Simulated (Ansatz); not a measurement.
# H2 (hydrogen): CAM-B3LYP/aug-cc-pVTZ

Aim: the vertical electron affinity of H2 (hydrogen) at CAM-B3LYP/aug-cc-pVTZ, from 2 runs. 

The calculation is run with Ansatz 0.2.0.

13 further runs of the same task are left out: 13 set aside as unsound or not needed.

## Step 1: The structure to begin with

The species is H2 (2 atoms), meant as a singlet with charge 0. As SMILES, `[H][H]`. The coordinates come from a PBE0-D4/def2-TZVP relaxation.

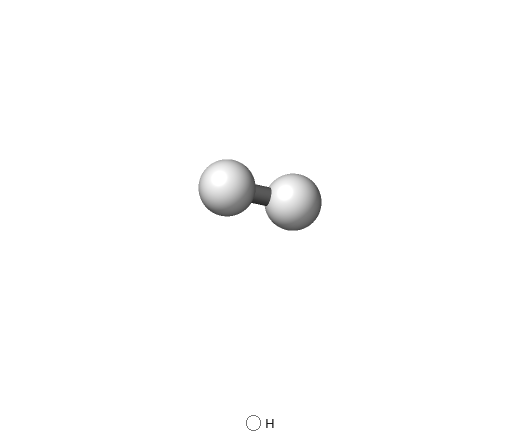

Viewed from a chosen angle; hydrogen white.

## Step 2: A single-point energy at CAM-B3LYP/aug-cc-pVTZ

The input, run.yaml:

```yaml
basis:
  gaussian: {orbitals: aug-cc-pVTZ}
crystal:
  periodic: [false, false, false]
  atoms:
    - {symbol: H, position_ang: [0.319300, -0.099200, 0.165500]}
    - {symbol: H, position_ang: [-0.319300, 0.099200, -0.165500]}
hamiltonian: {xc: {name: CAM-B3LYP}}
accuracy: high
output: {orbitals: {seedname: orbitals}}
```

The run is started by

```console
$ ansatz run run.yaml --threads 1 --pin off --max-ram 3480MiB --events-out events.jsonl --progress --plain --runs-dir runs
```

Log:

```text
Warning: RAYON_NUM_THREADS=1 ignored (pool sized by the plan → 1); use --threads N
Functional definition: CAM-B3LYP
  name "CAM-B3LYP"
  parameter alpha = 0.19
  parameter beta = 0.46
  parameter omega = 0.33/bohr
  parameter ac = 0.81
  exchange = (1 - alpha - beta)*b88_x + beta*b88_x_sr(omega) + alpha*exact_x + beta*exact_x_lr(omega)
  correlation = (1 - ac)*vwn5_c + ac*lyp_c
520 factors; integrals over basis functions are off by at most 2.4e-9 eV
172 factors; integrals over basis functions are off by at most 1.1e-9 eV
mean field evaluation 1: about -31.8412 eV, gradient 4.0e0 eV
mean field evaluation 2: about -31.8811 eV, gradient 2.6e-1 eV
mean field evaluation 4: about -31.8807 eV, gradient 2.6e-1 eV
mean field evaluation 8: about -31.8811 eV, gradient 6.2e-5 eV
mean field -31.88107208 eV, -1.1716077893 hartree, gradient 1.3e-8 eV, S^2 0.000000; 0 other end points of the search recorded, 0 dependent functions left out
reference -31.88108466 eV, -1.1716082515 hartree; 1, 1 occupied and 45, 45 virtual orbitals, 520 factors
Total energy: -31.88108466 eV, -1.1716082515 hartree
```

Run time: 0.42 s. Hardware: 1 thread of Intel Xeon Platinum 8488C (Sapphire Rapids), shared host.

## Step 3: The doublet anion

The input, run.yaml:

```yaml
crystal:
  periodic: [false, false, false]
  atoms:
    - {symbol: H, position_ang: [0.319300, -0.099200, 0.165500]}
    - {symbol: H, position_ang: [-0.319300, 0.099200, -0.165500]}
basis:
  gaussian:
    orbitals: aug-cc-pVTZ
total_charge: -1
magnetization:
  spin_polarized: true
  initial_magnetization: 1
hamiltonian:
  xc: {name: CAM-B3LYP}
accuracy: high
output: {orbitals: {seedname: orbitals}}
```

The run is started by

```console
$ ansatz run run.yaml --threads 1 --pin off --max-ram 3480MiB --events-out events.jsonl --progress --plain --runs-dir runs
```

Log, shortened:

```text
Warning: RAYON_NUM_THREADS=1 ignored (pool sized by the plan → 1); use --threads N
[... 2 set-up lines as earlier in the session ...]
[...]
520 factors; integrals over basis functions are off by at most 2.4e-9 eV
172 factors; integrals over basis functions are off by at most 1.1e-9 eV
[...]
mean field -30.68098631 eV, -1.1275054506 hartree, gradient 2.0e-8 eV, S^2 0.750065; 1 other end points of the search recorded, 0 dependent functions left out
reference -30.68100529 eV, -1.1275061481 hartree; 2, 1 occupied and 44, 45 virtual orbitals, 520 factors
Total energy: -30.68100529 eV, -1.1275061481 hartree
```

Wall time 0.93 s (1 thread of Intel Xeon Platinum 8488C (Sapphire Rapids), shared host).

## Step 4: What came out

Level: CAM-B3LYP/aug-cc-pVTZ.

```
                                         quantity        value
                         singlet H2: total energy  -1.17161 Eh
                          singlet H2: HOMO energy    -13.59 eV
                          singlet H2: LUMO energy      0.94 eV
                        singlet H2: HOMO–LUMO gap     14.53 eV
                      doublet anion: total energy  -1.12751 Eh
doublet anion: HOMO energy (highest over α and β)      1.68 eV
 doublet anion: LUMO energy (lowest over α and β)      3.74 eV
                              doublet anion: ⟨S²⟩        0.750
vertical electron affinity (to the doublet anion)    -1.200 eV
```

In words: The anion lies 1.20 eV (116 kJ/mol) above the neutral: the electron isn't bound at this level, and such a value depends on the basis. The HOMO (doublet anion) lies at positive energy, 1.68 eV; only total energies tell whether the electron is bound.
